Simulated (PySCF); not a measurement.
SMILES [O]C=O (CHO₂), doublet at its B3LYP/def2-SVP optimised geometry (Å):

```
4

O     -1.1088    -0.9154    -0.0002
C     -0.1143    -0.2062     0.0000
O      1.1088    -0.2062     0.0000
H     -0.4662     0.9154     0.0000
```

Method: PySCF 2.14.0 with unrestricted B3LYP/def2-TZVP. Cells within 0.4 Å of a nucleus heavier than hydrogen are left out (blank, or x).

Map of the HOMO amplitude (α) (bohr^(-3/2)), clipped to [-0.25, 0.25] on the plane z = 0.0 Å; orbital energy -9.39 eV, overall sign arbitrary:

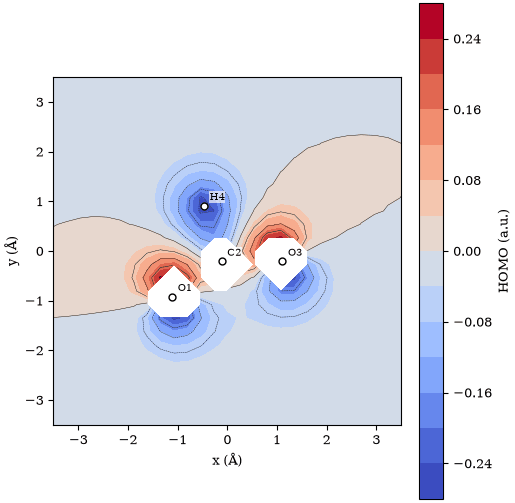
Fig. 1. HOMO amplitude (α) (bohr^(-3/2)), clipped to [-0.25, 0.25] on the plane z = 0.0 Å.
